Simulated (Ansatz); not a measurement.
Input

```
crystal:
  lattice:
    - [5.3785116037, 0.0, 0.0]
    - [0.0, 5.3785116037, 0.0]
    - [0.0, 0.0, 5.3785116037]
  atoms:
    - { symbol: Cd, position: [0.0, 0.0, 0.0] }
    - { symbol: Cu, position: [0.5, 0.5, 0.5] }
    - { symbol: I, position: [0.0, 0.5, 0.5] }
    - { symbol: I, position: [0.5, 0.0, 0.5] }
    - { symbol: I, position: [0.5, 0.5, 0.0] }
basis:
  ecutwfc: 420
kpoints:
  mp_grid: { grid: [8, 8, 8] }
hamiltonian:
  xc: pbe
scf:
  occupations: { method: gaussian, width: 0.1 }
output:
  forces: true
  stress: true
  eigenvalues: true
  write_density: true
  write_potential: true
  elf: true
  volumetric_format: npy
relax:
  adjacent_minimum: "off"
  f_tol: 0.01
  max_steps: 80
  cell: { stress_tol: 0.05 }
```

Run with:

```sh
ansatz run input.yaml --threads 1 --pin off --max-ram 2560MiB --backend cpu --events-out ev --progress --plain --runs-dir out
```

Below, planes, directions and counts refer to the conventional cell (a = 5.46 Å, b = 5.46 Å, c = 5.46 Å, α = 90.00°, β = 90.00°, γ = 90.00°).

The fields are those of the run's last geometry, not of the input's.

Space group Pm-3m; started from the cubic perovskite_221 prototype, which need not be the ambient phase; computed without spin polarisation.

All numbers below come from DFT PBE, scalar-relativistic, plane waves, PAW (Ansatz 0.2.0).

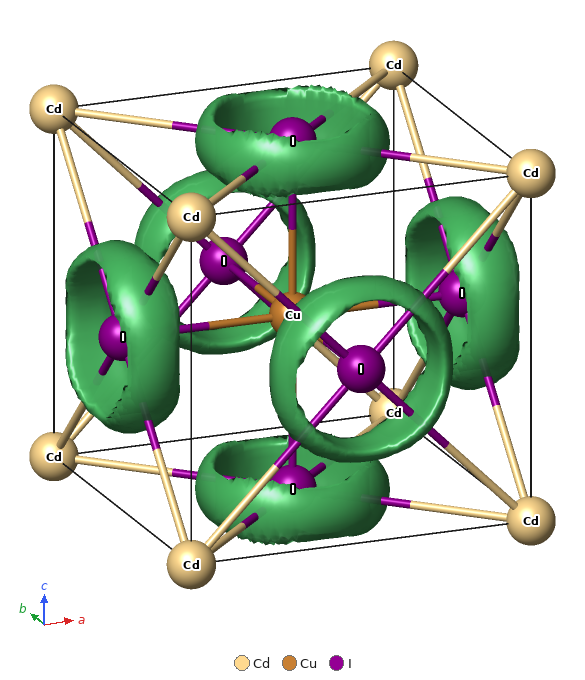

CdCuI$_{3}$. Isosurface of the ELF at 0.75 (green), seen at an oblique angle. Core shells and regions of very low density are left out. Sticks mark near contacts.

Identify the bonds, lone pairs and shells in this picture.

Answer. The ELF exceeds this value in three regions wrapped around I (the valence shell of each), counted in one cell of 5 atoms. Regions shared between cells count once.

Values along the shortest contacts:
Cu–I (2.73 Å): the ELF is about 0.50 at the midpoint. Cd–I (3.86 Å): the ELF peaks at about 0.80 in the valence shell of I, 1.3 Å from its nucleus, and drops to about 0.10 between the two atoms.
